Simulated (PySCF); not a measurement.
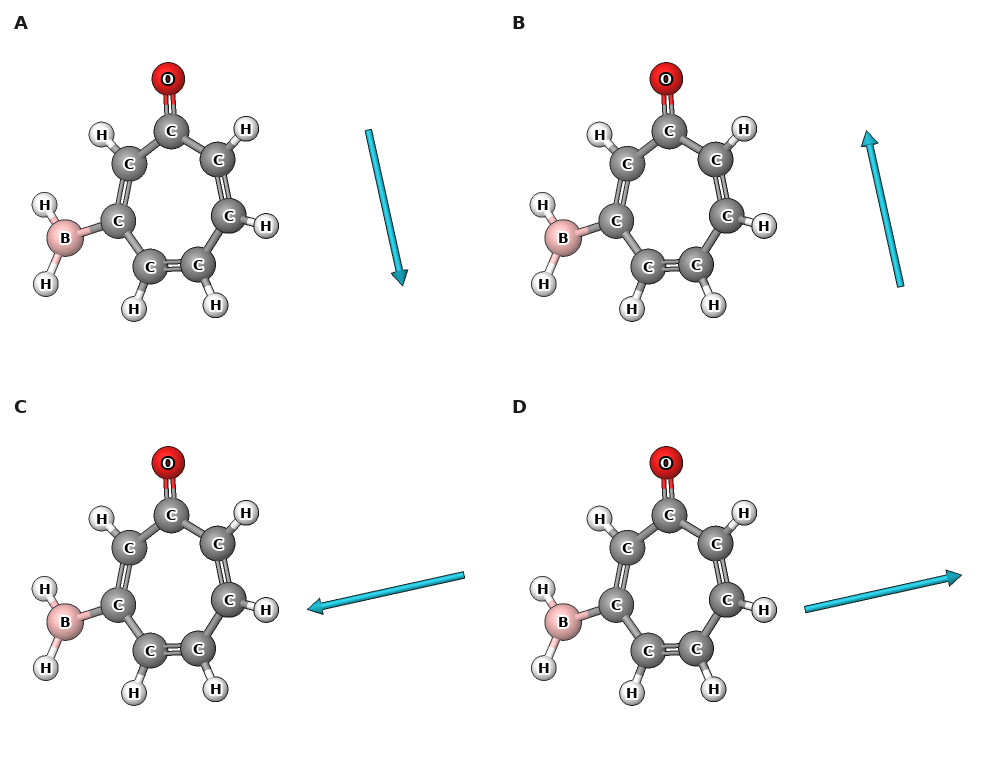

The same molecule four times, each with an arrow. The geometry was computed by an optimisation with GFN2-xTB. No frequency run is at hand to confirm it as a minimum. Properties computed with PBE0/pcSseg-1, gas phase (PySCF 2.14.0).

Which arrow points along the dipole moment, from the negative to the positive end?

Answer. A. The dipole moment is 4.06 D.

The geometry is semi-empirical. Around B such bond lengths and angles can be off by a tenth of an ångström or more and by several degrees, and values that hang on the shape move with them.
